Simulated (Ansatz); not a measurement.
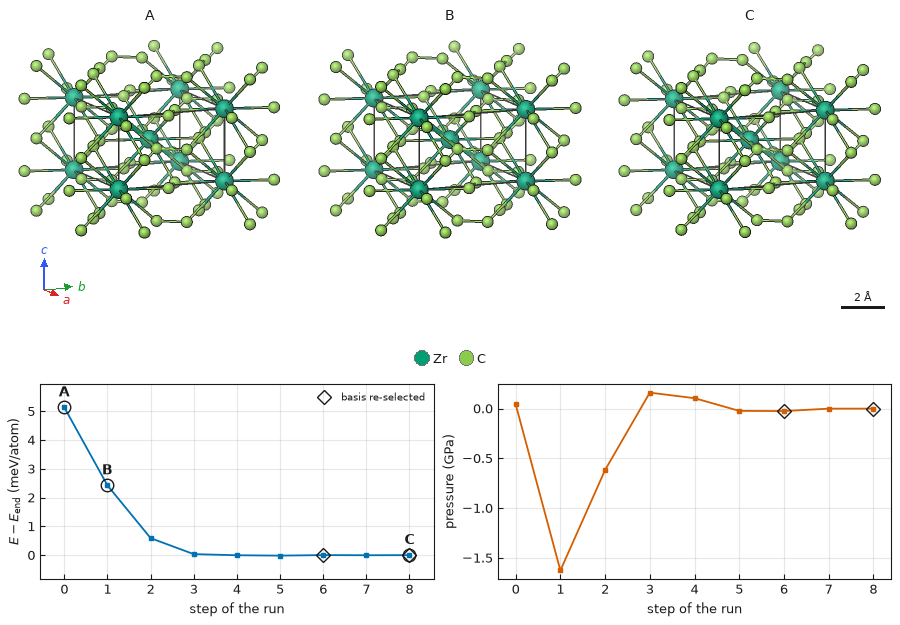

Frames of a relaxation of a crystal of ZrC₄ (a generated structure, set up in I4/m), marked on the history of the run. The picture is a ball-and-stick view of the conventional cell (2 times the calculation's cell), seen slightly off an axis. Lengths and directions refer to the drawn axes.

Level of theory: DFT PBE, scalar-relativistic, plane waves, PAW (Ansatz 0.2.0).

The input:
```yaml
crystal:
  lattice:
    - [-2.6800953926, 2.6800953926, 1.722334696]
    - [2.6800953926, -2.6800953926, 1.722334696]
    - [2.6800953926, 2.6800953926, -1.722334696]
  atoms:
    - { symbol: Zr, position: [0.0, 0.0, 0.0] }
    - { symbol: C, position: [0.4233453674, 0.8895822309, 0.3129275984] }
    - { symbol: C, position: [0.1104177691, 0.4233453674, 0.5337631365] }
    - { symbol: C, position: [0.8895822309, 0.5766546326, 0.4662368635] }
    - { symbol: C, position: [0.5766546326, 0.1104177691, 0.6870724016] }
basis:
  ecutwfc: 420
kpoints:
  mp_grid: { grid: [14, 14, 14] }
hamiltonian:
  xc: pbe
scf:
  occupations: { method: gaussian, width: 0.1 }
output:
  forces: true
  stress: true
  eigenvalues: true
  write_density: true
  write_potential: true
  elf: true
  volumetric_format: npy
relax:
  adjacent_minimum: "off"
  f_tol: 0.01
  max_steps: 80
  cell: { stress_tol: 0.05 }
```

Run as
```bash
ansatz run input.yaml --threads 1 --pin off --max-ram 2560MiB --backend cpu --events-out ev --progress --plain --runs-dir out
```

Describe the path.

Answer. The largest moves relative to the cell, 0.010 Å, are those of C2, C3, C4 and C5. C4 goes along [3 −1 0]. Zr stays in place. The volume changes by −1.0 %, with a = b 5.360 → 5.391 Å (+0.6 %), c 3.445 → 3.372 Å (−2.1 %). Some distances before and after: Zr1–Zr1 3.445 → 3.372 Å, C2–C5 1.441 → 1.456 Å, Zr1–C2 2.738 → 2.728 Å. The space group stays I4/m (No. 87). Over 6 accepted moves (8 points after the start) the energy falls by 5.1 meV per atom. Largest force component: 0.12 eV/Å at the start, 0.00077 eV/Å at the end. The pressure goes from 0.04 to 0.00 GPa. The SCF was repeated twice at an unchanged geometry on a basis and grid sized afresh for the cell, which shifted the energy by less than 0.05 meV per atom at most. The run took 2.6 min on 1 thread of Arm Neoverse V2, with other jobs on the host, peak memory 0.59 GiB. From step 0 to 1: C atoms move most (0.02 Å), volume +1.0 %, energy −2.7 meV per atom. From step 1 to 8: volume −1.9 %, energy −2.4 meV per atom.
